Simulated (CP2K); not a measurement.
Consider mercaptoketene at its PBE geometry (Å).

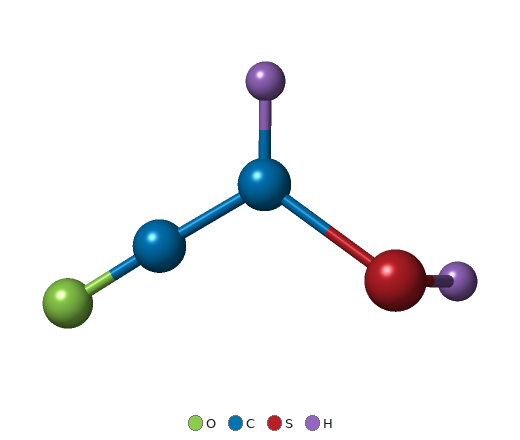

The molecule (oxygen green, carbon blue, sulfur red, hydrogen purple).

```xyz
6

O    -2.2467   -0.4272    0.1120
C    -1.1667    0.0266    0.0345
C     0.0647    0.5118   -0.0310
S     1.3206   -0.4754    0.7244
H     0.2553    1.4929   -0.4616
H     1.7729   -1.1287   -0.3783
```

Method: CP2K XAS_TDP, all-electron GAPW, PBEh(45%), aug-cc-pVTZ, TDA, GW2X-corrected core level, no relativity.

**Question.** Predict the bright core excitations at the C K edge.

Leading lines: C2 287.24 eV and C3 287.34 eV. The leading line of an atom is its first one with 35 % of the strongest within 2.5 eV of its lowest line over the strength cut. Core ionisation energies at this level: C2 295.18 and C3 291.08 eV.

The first six lines of each atom with a strength over 0.0015:

| atom | energy (eV) | states | strength, one atom | above the computed threshold |
| --- | --- | --- | --- | --- |
| C2 (bonded to C and O) | 287.24 | 1 | 0.0750 |  |
|  | 289.96 | 1 | 0.0728 |  |
|  | 294.90 | 1 | 0.0021 |  |
|  | 298.08 | 1 | 0.0045 | yes |
|  | 298.86 | 1 | 0.0018 | yes |
|  | 299.09 | 1 | 0.0027 | yes |
| C3 (bonded to C, S and H) | 286.07 | 1 | 0.0040 |  |
|  | 287.34 | 1 | 0.0327 |  |
|  | 288.26 | 1 | 0.0074 |  |
|  | 289.08 | 1 | 0.0146 |  |
|  | 289.45 | 1 | 0.0200 |  |
|  | 290.00 | 1 | 0.0138 |  |

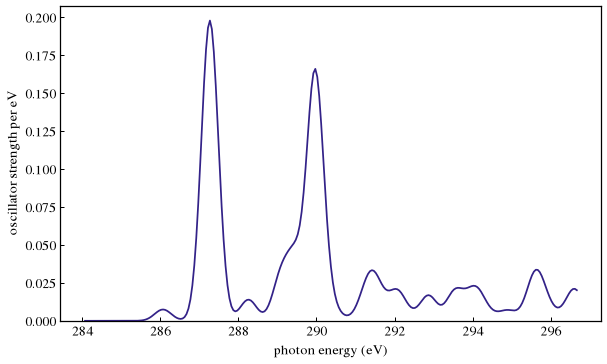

All atoms added, broadened by 0.5 eV.

Lines are vertical, at one geometry, with no vibrational structure. GW2X ionisation energies and lines can be off by 1 to 2 eV either way, and a good line position may hide errors that cancel. These values hold no scalar relativity, about 0.1 eV for C 1s. Rydberg lines, and the discretised continuum above threshold, depend on the basis and the box.

[Banner, clock and machine lines of the logs are left out without a mark of their own.]

[Logs are printed without paths, hosts, clocks, repeated set-up lines and the standing remarks that a program may print on its own settings, such as how far it seeks lower states.]

[Hosts, paths, dates, database ids (printed as entryN), source tags and the programs' standing remarks are cut or masked in the printed files.]
